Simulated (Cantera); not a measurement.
Charge: 1 mol N₂O, 1 mol H₂, held at 400000 Pa.

Method: chemical equilibrium by Gibbs-energy minimisation in Cantera with the NASA 1993 tables (ideal gas, pure condensed phases). Candidate condensed phases: H₂O; 24 gas species. Equilibrium is a limit: real reactors are often held back by kinetics, nucleation or transport.

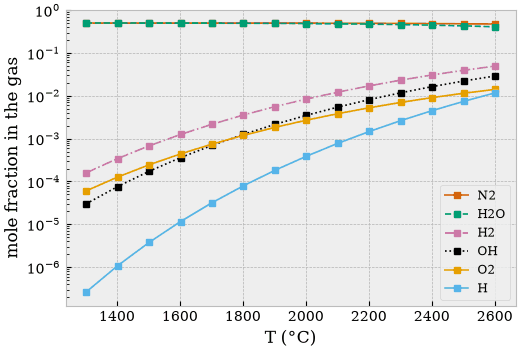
Equilibrium gas composition (values under 1e-9 drawn at 1e-9)

Q: Read off the mole fractions at 2602 °C.

A: N₂ about 0.47, H₂O about 0.41, H₂ about 0.050, OH about 0.029, O₂ about 0.014, H about 0.012.
